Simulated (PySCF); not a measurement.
## Electronic structure of C4H8FOP (SMILES COC/P=C(\C)F) in real space

```json
{"atom": "C", "x (Å)": "2.1079", "y (Å)": "0.1075", "z (Å)": "0.3512"}
{"atom": "O", "x (Å)": "1.1109", "y (Å)": "-0.8104", "z (Å)": "0.0096"}
{"atom": "C", "x (Å)": "0.5028", "y (Å)": "-0.5654", "z (Å)": "-1.2205"}
{"atom": "P", "x (Å)": "-0.5268", "y (Å)": "1.0169", "z (Å)": "-1.4110"}
{"atom": "C", "x (Å)": "-1.6262", "y (Å)": "0.8358", "z (Å)": "-0.1379"}
{"atom": "C", "x (Å)": "-1.7831", "y (Å)": "-0.1929", "z (Å)": "0.9183"}
{"atom": "F", "x (Å)": "-2.5552", "y (Å)": "1.7937", "z (Å)": "-0.0181"}
{"atom": "H", "x (Å)": "2.5340", "y (Å)": "-0.2060", "z (Å)": "1.3137"}
{"atom": "H", "x (Å)": "1.7064", "y (Å)": "1.1335", "z (Å)": "0.4554"}
{"atom": "H", "x (Å)": "2.9173", "y (Å)": "0.1297", "z (Å)": "-0.4044"}
{"atom": "H", "x (Å)": "-0.1393", "y (Å)": "-1.4324", "z (Å)": "-1.4418"}
{"atom": "H", "x (Å)": "1.2583", "y (Å)": "-0.5078", "z (Å)": "-2.0306"}
{"atom": "H", "x (Å)": "-0.9537", "y (Å)": "-0.9078", "z (Å)": "0.9195"}
{"atom": "H", "x (Å)": "-1.8211", "y (Å)": "0.3072", "z (Å)": "1.9005"}
{"atom": "H", "x (Å)": "-2.7468", "y (Å)": "-0.7144", "z (Å)": "0.7880"}
```

Geometry: PBE0-D3(BJ)/def2-SVP.

Computed with PySCF 2.14.0, CAM-B3LYP/def2-SVPD, SCF density, gas phase.

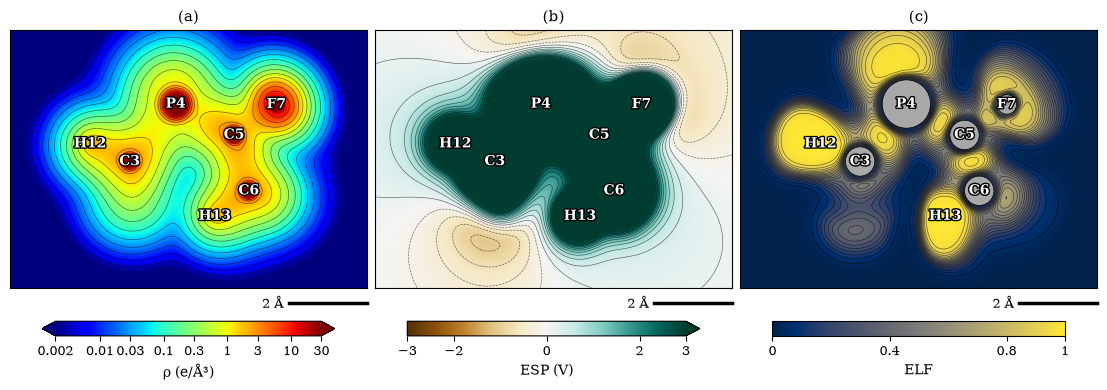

Figure 1. (a) electron density; (b) molecular electrostatic potential; (c) ELF on the plane of atoms P4, C5 and C6. Grey discs cover the atomic cores in the ELF map.

Interpret the plot.

- The section cuts through C, P, F and H sites.
- C–F (1.34 Å): ρ at the midpoint is about 2.3 e/Å³; the ELF peaks at about 0.85 between the atoms; a polar covalent bond.
- C–C (1.48 Å): the density is about 1.8 e/Å³ at the midpoint; the ELF peaks at about 0.95 between the atoms (localised, covalent bonding).
- C–P (1.69 Å): the density is about 1.4 e/Å³ at the midpoint; the ELF peaks at about 0.95 between the atoms: a covalent bond.
- C–H (1.09 Å): ρ at the midpoint is about 2 e/Å³; the ELF climbs to about 1 towards the hydrogen, as it does in any bond to H (an ordinary covalent bond to hydrogen).
- C–P (1.90 Å): ρ is about 1.1 e/Å³ halfway; the ELF peaks at about 0.95 between the atoms; localised, covalent bonding.
- The ELF also peaks beside F7 and P4, away from the bonds: lone-pair regions.
- Outside the dense part of the molecule the potential is most negative (−1.1 V) near O2, which lies off the plane.

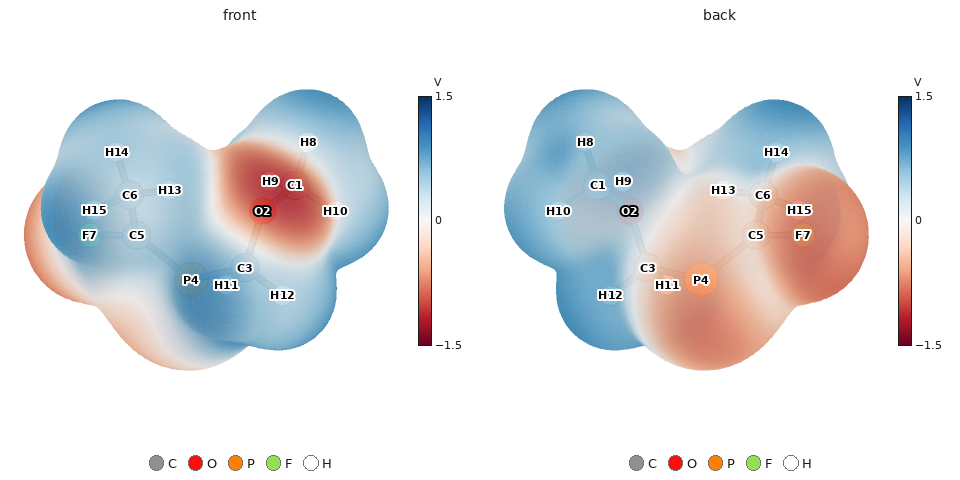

Figure 2. The electrostatic potential painted on the density surface at 0.002 e/bohr³, seen from the front and from behind; the colour scale runs from red (negative) to blue (positive).

Describe the electrostatic potential map.

The most negative region (about −1.1 V) lies over O2, the most positive (about +0.9 V) over H11, H12, H14 and H15. O2 is the likeliest acceptor of a hydrogen bond.
